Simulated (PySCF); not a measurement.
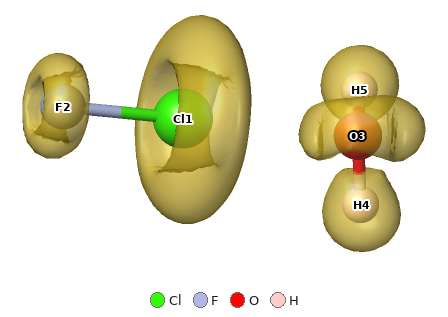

The picture shows: ClF···H₂O. Isosurface of the electron localisation function at 0.85 (yellow), seen at a tilt. Only the valence region is drawn (cores and ρ < 0.01 e/Å³ removed).

Geometry: PBE0-D3(BJ)/def2-TZVPD.

The calculation used wB97M-D3(BJ)/def2-TZVPD, SCF density, gas phase in PySCF.

Input

```
{"job": {"kind": "inter", "xc": "wB97M-D3(BJ)", "basis": "def2-TZVPD", "pairs": false}, "charge": 0, "multiplicity": 1, "parts": [{"atoms": "0-1", "charge": 0, "multiplicity": 1}, {"atoms": "2-4", "charge": 0, "multiplicity": 1}]}
Cl     1.069548     0.013751     0.107611
F     -0.565995    -0.113970    -0.038706
O      3.468359     0.216260     0.294106
H      3.809869    -0.453015    -0.307339
H      3.651130     1.060023    -0.131240
```

Run with:

```sh
OMP_NUM_THREADS=1 python cluster_run.py task.json out
```

Question: What do the ELF domains correspond to?

Answer: The ELF exceeds this value in two regions around hydrogen nuclei, one lobe on O, pointing away from the bonds (lone pairs, which may merge into one lobe), one region wrapped around Cl (its lone pairs, merged into a ring or cap) and one region wrapped around F (its lone pairs, merged into a ring or cap). Along the contacts the grid gives the following. Cl1···O3 (2.41 Å): the ELF dips to about 0.10 between them. Cl–F (1.65 Å): the ELF peaks at about 0.75 between the atoms: a shared electron pair.
